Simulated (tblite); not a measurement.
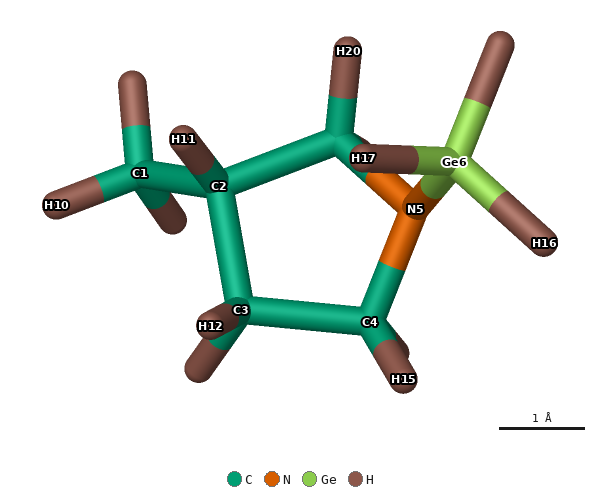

**Figure 1.** The structure (stick view, seen at a tilt; atoms are numbered from 1 in the order of the input). Sticks mark near contacts. Bond lengths as drawn: C–C 1.52 to 1.54 Å, C–H 1.09 to 1.10 Å, C–N 1.45 Å, Ge–H 1.49 to 1.51 Å and Ge–N 1.82 Å.

**Frequency calculation of C5H13GeN**

System: C5H13GeN.
Method: GFN2-xTB harmonic vibrations, gas phase (tblite 0.8.0).

**Output**
```
mode    cm-1     km/mol
  1      45.8      0.04
  2      85.0      0.43
  3     108.9      0.00
  4     203.5      0.07
  5     232.2      0.10
  6     288.0      1.39
  7     346.1      0.47
  8     434.8      8.17
  9     451.4     32.81
 10     532.9     91.26
 11     566.2     86.88
 12     609.8     24.86
 13     676.6     42.05
 14     770.1    334.47
 15     818.4    193.96
 16     837.3      3.97
 17     848.8    124.91
 18     890.3      3.65
 19     939.7      6.03
 20     957.0      1.05
 21     989.4     14.64
 22    1008.7     30.40
 23    1041.2     14.72
 24    1090.9      6.20
 25    1127.9      4.09
 26    1148.1      4.12
 27    1153.5     32.74
 28    1187.6      6.59
 29    1206.9      0.87
 30    1247.1     17.91
 31    1282.1      8.87
 32    1293.3      4.33
 33    1302.4      4.20
 34    1310.0     14.96
 35    1339.5      0.87
 36    1411.8      2.19
 37    1479.5      0.34
 38    1484.6      1.08
 39    1493.9      1.17
 40    1503.7      0.80
 41    1504.3      2.11
 42    1876.5    317.42
 43    2024.9    338.26
 44    2084.5    443.09
 45    2896.4     18.76
 46    2899.4     88.54
 47    2922.8     56.46
 48    2970.8     30.12
 49    2977.1     54.58
 50    2983.8     73.70
 51    3005.1     29.55
 52    3025.9     52.18
 53    3027.0     43.91
 54    3033.8     30.30
```

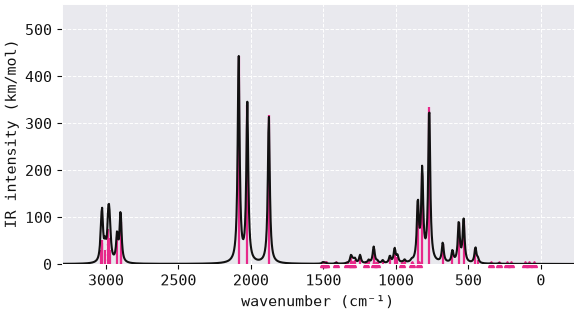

**Figure 2.** Harmonic infrared spectrum, unscaled: sticks (degenerate modes added up, dark ones marked on the axis) with a Lorentzian envelope of 16 cm⁻¹ full width, scaled to the tallest stick. 54 modes from 46 to 3034 cm⁻¹, none imaginary. The strongest line is at 2084 cm⁻¹ (443 km/mol).

The run was set up as follows.

**Input file**
```
{"job": {"kind": "ir", "xc": "GFN2-xTB", "basis": "xTB"}, "charge": 0, "multiplicity": 1}
C     -2.179541     1.035751    -0.598205
C     -0.889862     0.607241     0.086439
C     -0.908047    -0.856861     0.575005
C      0.306507    -1.499688    -0.113715
N      1.215368    -0.405818    -0.406606
Ge     2.535877    -0.012238     0.788758
C      0.326539     0.647008    -0.858093
H     -2.406561     0.374275    -1.432075
H     -2.085861     2.050813    -0.979518
H     -3.011520     1.007503     0.102240
H     -0.698490     1.274281     0.933892
H     -0.798002    -0.904514     1.659186
H     -1.833286    -1.362440     0.302416
H     -0.000632    -1.958993    -1.061376
H      0.792189    -2.261568     0.497233
H      3.356128    -1.257305     0.885100
H      2.131246     0.396247     2.188718
H      3.308203     1.107449     0.172669
H      0.003461     0.415868    -1.881011
H      0.831136     1.613668    -0.864093
```

The first line tells a small driver script what to run in tblite; the rest is the geometry in Å.

Run as:
```bash
OMP_NUM_THREADS=1 python <driver script> task.json out
```

**Results in brief**

```json
{"quantity": "outcome", "value": "converged"}
{"quantity": "total energy", "value": "−603.9120 eV"}
{"quantity": "zero-point energy", "value": "104.3260 kcal/mol"}
{"quantity": "hardware", "value": "1 CPU thread, shared host"}
{"quantity": "wall time", "value": "1.1 s"}
{"quantity": "peak memory", "value": "0.18 GiB"}
```
